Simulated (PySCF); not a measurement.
## SCl2O2: one change and its effect

System: SCl2O2 (Sulfuryl chloride), SMILES O=S(=O)(Cl)Cl.
Method of the first run: GIAO wB97X-D/pcSseg-2 NMR shielding, non-relativistic, gas phase (PySCF 2.14.0).

The geometry comes from this level: PBE0-D3(BJ)/def2-TZVP. Text and figures count atoms from 1; the logs count them from 0 in places.

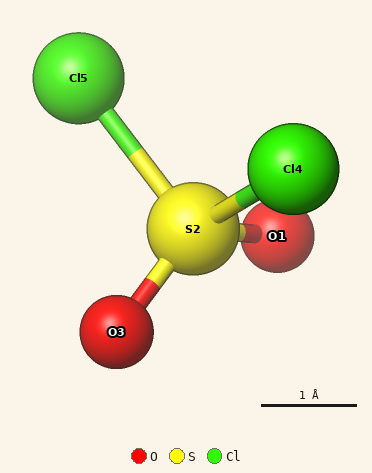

Figure 1. The input geometry (ball-and-stick view, seen at a tilt; atoms are numbered from 1 in the order of the input). Bond lengths as drawn: Cl–S 2.01 Å and O–S 1.42 Å.

Input, the first run:
```
{"job": {"kind": "nmr", "xc": "wB97X-D", "basis": "pcSseg-2", "pop": false}, "charge": 0, "multiplicity": 1}
O      0.887825    -0.498114    -1.181812
S      0.174976    -0.184884     0.000421
O      0.386226    -0.856285     1.228672
Cl     0.376693     1.789603     0.336020
Cl    -1.789688    -0.285433    -0.423658
```

The first line tells a small driver script what to run in PySCF; the rest is the geometry in Å.

Launched with:
```bash
OMP_NUM_THREADS=2 python <driver script> task.json out
```

Hardware: 2 CPU threads, shared host.

Output (the first run):
```
coarse grid: 7048 points
cycle   1  E = -1468.7688495199  dE =  1.609e+00  |g| = 1.272e+00  |ddm| = 2.179e+00
cycle   2  E = -1468.3572177510  dE =  4.116e-01  |g| = 2.081e+00  |ddm| = 1.808e+00
cycle   3  E = -1469.0660454648  dE = -7.088e-01  |g| = 7.467e-02  |ddm| = 1.107e+00
cycle   4  E = -1469.0666913293  dE = -6.459e-04  |g| = 6.111e-02  |ddm| = 1.032e-01
cycle   5  E = -1469.0674309022  dE = -7.396e-04  |g| = 7.416e-03  |ddm| = 4.226e-02
cycle   6  E = -1469.0674481910  dE = -1.729e-05  |g| = 2.555e-03  |ddm| = 1.078e-02
cycle   7  E = -1469.0674504920  dE = -2.301e-06  |g| = 7.114e-04  |ddm| = 3.390e-03
final grid: 57656 points
cycle   8  E = -1469.0796783653  dE = -9.862e-05  |g| = 6.422e-03  |ddm| = 2.715e-02
cycle   9  E = -1469.0796781171  dE =  2.482e-07  |g| = 6.724e-03  |ddm| = 1.047e-02
cycle  10  E = -1469.0796877436  dE = -9.627e-06  |g| = 6.092e-04  |ddm| = 4.874e-03
cycle  11  E = -1469.0796877776  dE = -3.392e-08  |g| = 3.765e-04  |ddm| = 4.776e-04
cycle  12  E = -1469.0796877990  dE = -2.141e-08  |g| = 9.074e-05  |ddm| = 2.385e-04
cycle  13  E = -1469.0796878007  dE = -1.762e-09  |g| = 2.801e-05  |ddm| = 8.632e-05
cycle  14  E = -1469.0796878009  dE = -1.917e-10  |g| = 4.007e-06  |ddm| = 3.300e-05
converged SCF energy = -1469.0796878009

GIAO shielding tensors (ppm)
atom      isotropic    diamagn.    paramagn.     s11        s22        s33       span
  0 O      -33.069     393.589    -426.659    -76.080    -41.744     18.616     94.695
  1 S      166.451    1044.720    -878.269    -26.816     38.894    487.274    514.091
  2 O      -33.094     393.625    -426.719    -76.106    -41.786     18.611     94.717
  3 Cl     171.257    1146.087    -974.831   -280.860   -192.439    987.069   1267.929
  4 Cl     171.831    1146.088    -974.257   -279.917   -191.566    986.976   1266.893
```

The second run used a changed input.

The two runs side by side:

| quantity | the first run | the second run |
| --- | --- | --- |
| outcome | converged | converged |
| total energy (hartree) | −1469.079688 | −1469.083089 |
| HOMO (eV) | −11.87 | −11.77 |
| LUMO (eV) | −1.26 | −1.08 |
| dipole moment (D) | 1.89 | 2.26 |
| shielding of O1 (ppm) | −33.1 | −21.3 |
| shielding of S2 (ppm) | 166.5 | 161.1 |
| shielding of O3 (ppm) | −33.1 | −21.3 |
| shielding of Cl4 (ppm) | 171.3 | 156.8 |
| shielding of Cl5 (ppm) | 171.8 | 157.3 |
| SCF iterations | 14 | 14 |
| basis functions | 201 | 201 |
| wall time (shared host) | 12 s | 12 s |

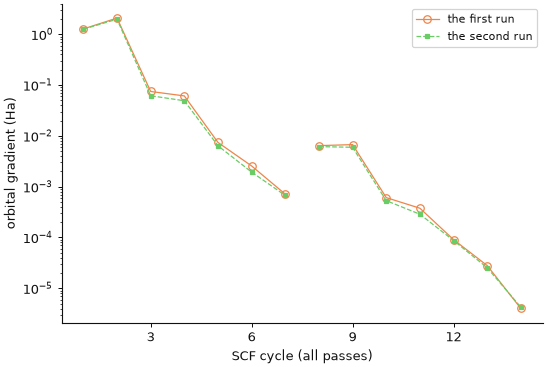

Figure 2. Convergence of the two runs: orbital gradient against the SCF cycle. A break in a curve parts two SCF passes (coarse and final grid). The first run takes 14 cycles in all, and the second run takes 14.

What was changed in the input?

The change (lines with − go, lines with + come):
```diff
+"solvent": "chloroform"
```

The total energy of the second run is 2.1 kcal/mol lower: the change of the electrostatic solvation energy at this fixed geometry, without cavity or dispersion terms. The HOMO goes from −11.87 to −11.77 eV. The LUMO goes from −1.26 to −1.08 eV. The dipole moment goes from 1.89 to 2.26 D. Of all shieldings, the largest change is that of Cl4 and Cl5, by −14.5 ppm. The reaction field of the continuum polarises the molecule further, so the dipole moment is larger in solution. The number of SCF iterations is the same.

Output (the second run):
```
coarse grid: 7048 points
cycle   1  E = -1468.7789404715  dE =  1.599e+00  |g| = 1.257e+00  |ddm| = 2.179e+00
cycle   2  E = -1468.4300045275  dE =  3.489e-01  |g| = 1.978e+00  |ddm| = 1.718e+00
cycle   3  E = -1469.0699021472  dE = -6.399e-01  |g| = 6.158e-02  |ddm| = 1.033e+00
cycle   4  E = -1469.0703881896  dE = -4.860e-04  |g| = 4.910e-02  |ddm| = 8.230e-02
cycle   5  E = -1469.0708532146  dE = -4.650e-04  |g| = 6.381e-03  |ddm| = 3.466e-02
cycle   6  E = -1469.0708688878  dE = -1.567e-05  |g| = 1.936e-03  |ddm| = 1.046e-02
cycle   7  E = -1469.0708706415  dE = -1.754e-06  |g| = 6.709e-04  |ddm| = 3.191e-03
final grid: 57656 points
cycle   8  E = -1469.0830809989  dE = -9.894e-05  |g| = 6.148e-03  |ddm| = 2.693e-02
cycle   9  E = -1469.0830820485  dE = -1.050e-06  |g| = 5.955e-03  |ddm| = 9.565e-03
cycle  10  E = -1469.0830893510  dE = -7.302e-06  |g| = 5.307e-04  |ddm| = 4.246e-03
cycle  11  E = -1469.0830893792  dE = -2.820e-08  |g| = 2.869e-04  |ddm| = 4.109e-04
cycle  12  E = -1469.0830893916  dE = -1.243e-08  |g| = 8.721e-05  |ddm| = 1.941e-04
cycle  13  E = -1469.0830893934  dE = -1.744e-09  |g| = 2.541e-05  |ddm| = 8.950e-05
cycle  14  E = -1469.0830893935  dE = -1.696e-10  |g| = 4.245e-06  |ddm| = 3.320e-05
converged SCF energy = -1469.0830893935

GIAO shielding tensors (ppm)
atom      isotropic    diamagn.    paramagn.     s11        s22        s33       span
  0 O      -21.324     394.175    -415.499    -61.150    -30.250     27.428     88.578
  1 S      161.085    1044.763    -883.678    -22.515     43.187    462.583    485.098
  2 O      -21.349     394.212    -415.561    -61.177    -30.293     27.422     88.598
  3 Cl     156.769    1145.955    -989.186   -301.745   -212.594    984.647   1286.393
  4 Cl     157.294    1145.956    -988.662   -300.868   -211.811    984.562   1285.430
```
